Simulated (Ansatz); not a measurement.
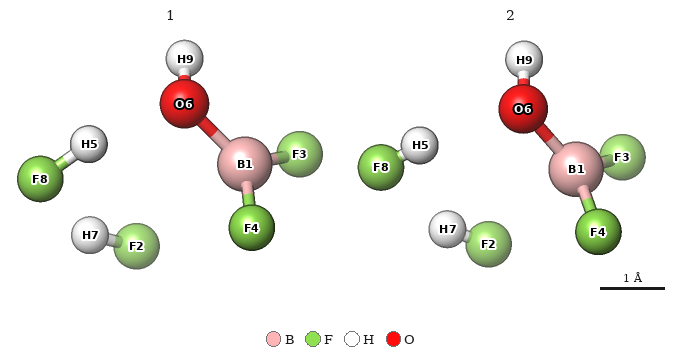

Two geometries of BH$_{3}$OF$_{4}$ (started from a transition state, displaced along its imaginary mode), drawn at one scale. One is the start of a relaxation, the other its converged end. A ball-and-stick model, seen at a tilt.

All numbers below come from RKS PBE0-D4/def2-TZVP (Ansatz 0.2.0). (force threshold 0.005 eV/Å; at most 200 steps)

> Which one is relaxed?

Structure 1 is the relaxed one. Over 13 accepted moves (14 points after the start) the energy falls by 3.927 eV. Largest force component: 21 eV/Å at the start, 0.00057 eV/Å at the end. The line search rejected the trial step at point 13 of the run. F2 moves most after the best rigid fit: 0.39 Å. By element the largest moves are F 0.39 Å, H 0.30 Å, B 0.17 Å, O 0.13 Å. Among the contacts that change: B1–F2 2.050 → 2.537 Å, H5–F8 0.722 → 0.949 Å, F2–H7 0.756 → 0.939 Å, B1–O6 1.333 → 1.372 Å. Among the angles between lasting bonds that change: F3–B1–F4 118.2° → 120.8°.
